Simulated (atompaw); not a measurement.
# A PAW (atompaw) potential for B: one input and its neighbour

Aim: run the settings below and read what the generator makes of them, then set beside them a closely related input and test what it gives.

The numbers are computed with atompaw 4.2.0.5 (PBEsol, scalar-relativistic, spin-unpolarised reference atom).

## 1. The atom and the settings

The settings as typed:

```json
{"element": "boron (B, Z = 5)", "type": "PAW", "frozen core": "[He]", "valence charge": "3", "reference configuration": "2s2 2p1", "partial waves": "2s (bound): rc 3.00 bohr; 2s channel at 3.3 Ry: rc 3.00 bohr; 2p (bound): rc 3.00 bohr; 2p channel at 3.95 Ry: rc 3.00 bohr; 3d channel at -0.15 Ry: rc 3.00 bohr; 3d channel at 0.4 Ry: rc 3.00 bohr", "local potential": "bessel scheme, radius 1.28 bohr", "core correction": "smooth core density matched at 2.75 bohr", "augmentation charge": "sinc compensation charge, radius 2.55 bohr; PAW radius 3.00 bohr; waves and projectors: custom rrkj vanderbiltortho"}
```

The nodes and maxima of the atom's own shells, from an earlier all-electron run, set the scale for the radii.

All-electron outer shells of the reference configuration (PBEsol, scalar-relativistic, ld1.x):

| shell | level (eV) | outermost node (bohr) | outermost maximum (bohr) |
| --- | --- | --- | --- |
| 1s | -179.55 | – | 0.21 |
| 2s | -9.36 | 0.46 | 1.52 |
| 2p | -3.56 | – | 1.59 |

## 2. The first input

B.input

```
B 5
GGA-PBESOL scalarrelativistic loggrid 1500 logderivrange -3 5 201
2 2 0 0 0 0
2 1 1
0 0 0
c
v
v
2
3.00 2.55 1.28 2.75
y
3.3
n
y
3.95
n
y
-0.15
y
0.4
n
custom rrkj vanderbiltortho sinc
bessel
3.00
3.00
3.00
3.00
3.00
3.00
PWSCFOUT
UPFDX 0.0125d0 UPFXMIN -7.d0 UPFZMESH 5.d0
END
```

The run is started by

```console
$ atompaw < B.input > B.log
```

The output, the file B (summary file and the last messages):

```text
[... the first 19 lines are left out ...]
 Total energy
   Total                    :      -48.93945665832987

 ---
 Completed calculations for B (SC)

 Exchange-correlation type: GGA, Perdew-Burke-Ernzerhof modified (PBEsol)

 Radial integration grid is logarithmic 
 r0 =   1.4561695E-03 h =   7.2808477E-03   n =      1500 rmax =   8.0000000E+01

 Scalar relativistic calculation

 SCatom converged in   1 iterations
   nz     =   5.00
   delta  =       2.364236032450E-19

 Valence Electron Orbital energies:         
  n  l      occupancy      energy
   2  0      2.0000000E+00 -6.8803517E-01
   2  1      1.0000000E+00 -2.6131287E-01

 Total energy
   Total                    :      -48.93945665836944
   Valence                  :      -10.68588411006365

 PAW parameters: 
       lmax =            2
         rc =    3.0197718083114879     
        irc =         1050
   rc_shape =    2.5539313071266898     
    rc_vloc =    1.2874632151350158     
    rc_core =    2.7670093186578661     
   Vloc: truncated form - Vps(r)=A.sin(qr)/r for r<rc
   Projector type: RRKJ pseudization + Vanderbilt ortho.
   Sinc^2 compensation charge shape zeroed at   2.5539E+00

 Number of basis functions     6
 No.   n  nodes  l      Energy         Cp coeff         Occ
  1    2    1    0   -0.6880352E+00  0.3078883E+01  0.2000000E+01
  2  999    2    0    0.3300000E+01  0.5844930E-01  0.0000000E+00
  3    2    0    1   -0.2613129E+00  0.1294097E+02  0.1000000E+01
  4  999    1    1    0.3950000E+01 -0.9119406E-01  0.0000000E+00
  5  999    0    2   -0.1500000E+00  0.1493272E+04  0.0000000E+00
  6  999    1    2    0.4000000E+00  0.6123635E+03  0.0000000E+00

 Eigenvalues of overlap operator (in the basis of projectors):
    1       -7.33441944E+04
    2        8.36764445E-02
    3        1.04126712E-01
    4        1.23577783E+00
    5        1.17061279E+02
    6        8.08454462E+02

The overlap operator has at least one negative eigenvalue!
It might be not positive definite...
Program is stopping.
This probably means that your projectors are too similar
or that your PAW basis is incomplete.
Advice: try to change your input parameters (f.i. : reference energies).
```

It took 0.51 s on 1 thread, shared host.

## 3. What went wrong

The generator stops with "atompaw: The overlap operator has at least one negative eigenvalue!". The reason: the overlap operator built from these waves and projectors is not positive definite.

The second input is set otherwise in this: local potential bessel scheme, radius 1.90 bohr.

## 4. The second input

Changes to B.input since step 2:

```diff
@@ -9,3 +9,3 @@
 2
-3.00 2.55 1.28 2.75
+3.00 2.55 1.90 2.75
 y
```

The run is started by

```console
$ atompaw < B.input > B.log
```

What the program wrote to the file B (summary file):

```text
 Completed calculations for B (AE)

 Exchange-correlation type: GGA, Perdew-Burke-Ernzerhof modified (PBEsol)

 Radial integration grid is logarithmic 
 r0 =   1.4561695E-03 h =   7.2808477E-03   n =      1500 rmax =   8.0000000E+01

 Scalar relativistic calculation

 AEatom converged in  24 iterations
   nz     =   5.00
   delta  =       6.671693383443E-17

 All Electron Orbital energies:         
  n  l      occupancy      energy
  1  0      2.0000000E+00 -1.3196622E+01
  2  0      2.0000000E+00 -6.8803517E-01
  2  1      1.0000000E+00 -2.6131287E-01

 Total energy
   Total                    :      -48.93945665832987

 ---
 Completed calculations for B (SC)

 Exchange-correlation type: GGA, Perdew-Burke-Ernzerhof modified (PBEsol)

 Radial integration grid is logarithmic 
 r0 =   1.4561695E-03 h =   7.2808477E-03   n =      1500 rmax =   8.0000000E+01

 Scalar relativistic calculation

 SCatom converged in   1 iterations
   nz     =   5.00
   delta  =       2.364236032450E-19

 Valence Electron Orbital energies:         
  n  l      occupancy      energy
   2  0      2.0000000E+00 -6.8803517E-01
   2  1      1.0000000E+00 -2.6131287E-01

 Total energy
   Total                    :      -48.93945665836944
   Valence                  :      -10.68588411006365

 PAW parameters: 
       lmax =            2
         rc =    3.0197718083114879     
        irc =         1050
   rc_shape =    2.5539313071266898     
    rc_vloc =    1.9082892743856139     
    rc_core =    2.7670093186578661     
   Vloc: truncated form - Vps(r)=A.sin(qr)/r for r<rc
   Projector type: RRKJ pseudization + Vanderbilt ortho.
   Sinc^2 compensation charge shape zeroed at   2.5539E+00

 Number of basis functions     6
 No.   n  nodes  l      Energy         Cp coeff         Occ
  1    2    1    0   -0.6880352E+00  0.9984104E+01  0.2000000E+01
  2  999    2    0    0.3300000E+01  0.6192938E-01  0.0000000E+00
  3    2    0    1   -0.2613129E+00  0.2943550E+02  0.1000000E+01
  4  999    1    1    0.3950000E+01 -0.3536639E+00  0.0000000E+00
  5  999    0    2   -0.1500000E+00  0.1114885E+04  0.0000000E+00
  6  999    1    2    0.4000000E+00  0.5038368E+03  0.0000000E+00

 Eigenvalues of overlap operator (in the basis of projectors):
    1        6.87358790E-02
    2        9.16997281E-02
    3        1.22238172E+00
    4        2.70880411E+00
    5        7.11071046E+02
    6        1.01249896E+03

 Orbital leakage outside PAW augmentation regions
   orb  is_core?  %out_of_sphere
   1 0    T           0.00
   2 0    F          11.54
   2 1    F          23.20

 Summary of PAW energies
   Total valence energy     :    -10.68588524558645
   Smooth energy            :      0.97929916997722
   One center               :    -11.66518441556367
   Smooth kinetic           :      1.80886510323624
   Vloc energy              :      0.01913780558913
   Smooth exch-corr         :     -1.46584299732169
   One-center xc            :     -5.84389664975758
```

Run time: 0.64 s. Hardware: 1 thread, shared host.

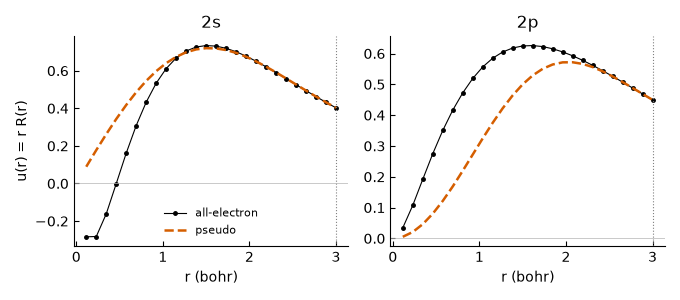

Bound waves of the atom and their pseudo partners (2s, 2p), with the matching radii dotted. The curves join 26 sampled radii.

## 5. Does it scatter like the atom?

Taken from the files of the generation run. The phase is arctan(r·u′/u) with u = r·R, unwrapped, with energies in Ry. A pole is an energy at which the radial function vanishes at the test radius. The pseudo phase is shifted by a multiple of π to meet the all-electron one at the reference energy. Levels narrower than the energy grid can be missing from the poles. The last column is the largest difference on the grid between −1 and +1 Ry.

| channel | radius (bohr) | reference (Ry) | poles AE | poles PS | window around the reference with phases within 0.05 rad (Ry) | largest difference near zero (rad) |
| --- | --- | --- | --- | --- | --- | --- |
| s | 3.02 | -0.69 | -0.38, 3.74 | -0.38, 3.73 | below 1.0 | 0.033 |
| p | 3.02 | -0.26 | 0.10, 3.53 | 0.14, 3.55 | below 0.4 | 0.108 |
| d | 3.02 | -0.15 | 2.27 | 2.30 | below 3.4 | 0.000 |

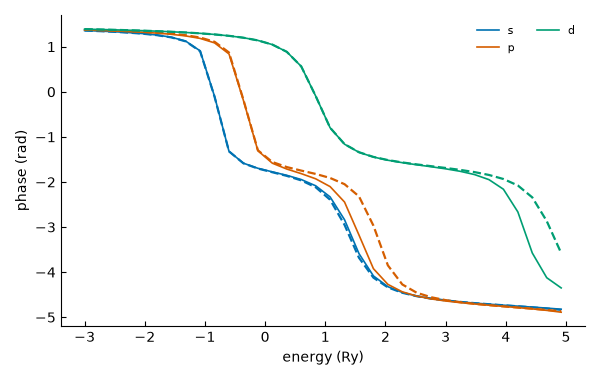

Phases by channel: all-electron solid, pseudo dashed.

## 6. Plane-wave convergence, by spherical Bessel functions

A separate test, outside the generator: the pseudo-atom's Hamiltonian at the reference potential is diagonalised in spherical Bessel functions j_l(qr) that vanish at 20 bohr, with q² up to the cutoff.

All-electron valence levels (Ry): 2s -0.6880, 2p -0.2613. The lowest levels of each channel (Ry) by cutoff; the last column sums, over occupied levels, occupation times the distance from the level at 400 Ry. A positive value at high cutoff is not a bound level.

```
cutoff (Ry)     s #1     p #1    d #1    f #1  Σ f·Δε (mRy)
          6  -0.6879  -0.2578  0.0669  0.1130           3.8
          8  -0.6880  -0.2611  0.0669  0.1130           0.4
         10  -0.6880  -0.2612  0.0669  0.1130           0.1
         12  -0.6880  -0.2612  0.0669  0.1130           0.1
        400  -0.6880  -0.2613  0.0669  0.1130           0.0
```

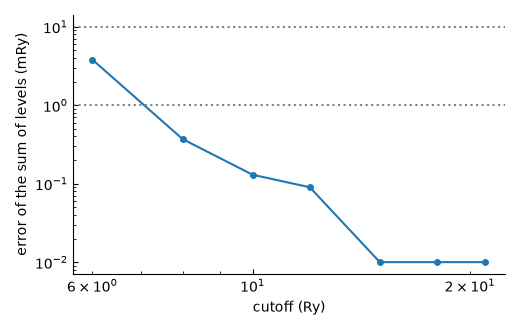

Occupation-weighted error of the valence levels against the cutoff; the dotted lines mark 10 and 1 mRy.

The sum stays within 10 mRy from 6 Ry or less and within 1 mRy from 8 Ry. The sum leaves out empty levels, which can need more. Ghost test: no level below the all-electron spectrum of its channel (s, p, d, f tested).

## 7. What came out

| quantity | value |
| --- | --- |
| first input | failed: atompaw: The overlap operator has at least one negative eigenvalue! |
| second input | generated |
| cutoffs for 10 and 1 mRy, occupied levels | 6 Ry or less and 8 Ry |
| bound ghosts | none found |
| largest phase difference near zero energy, channels read | 0.108 rad |
| lowest eigenvalue of the overlap (Bessel basis) | 0.860 (s) |
| share of valence orbitals outside the PAW sphere | 2s 12 %, 2p 23 % |
| UPF file | written |

What this shows: So this one change separates a failed generation from a finished one. By its cutoff, 6 Ry or less for the looser tolerance, it is soft on the atom at that tolerance. The slowest occupied level is 2p: taken alone it needs 8 Ry to come within 1 mRy, against 6 Ry or less for 2s. The Bessel-basis test finds no level below the valence levels. Near zero energy the largest phase difference among the channels read is 0.11 rad, in the p channel. All of this concerns the isolated atom, not yet a solid.
